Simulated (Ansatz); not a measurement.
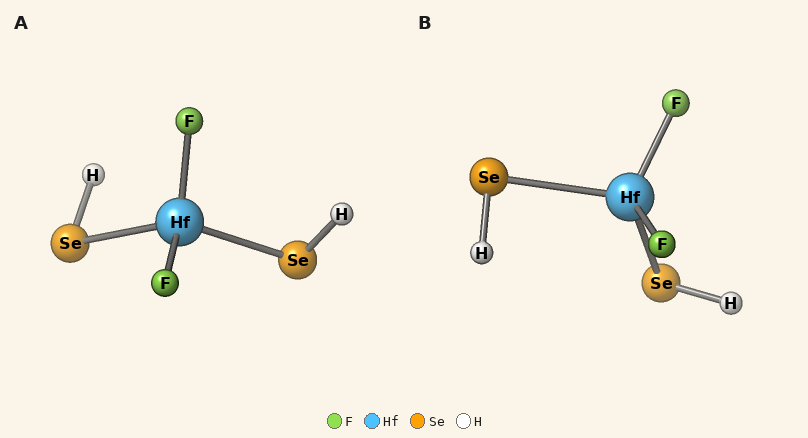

Distant atoms are faded towards the background colour. Charge 0, singlet. The geometry was computed by an optimisation with PBE0-D4/def2-TZVP.

Can A be turned into B by a rotation alone?

No. They are mirror images that no rotation superimposes: the geometry of F2H2HfSe2 is chiral (C1). Their energies are equal.
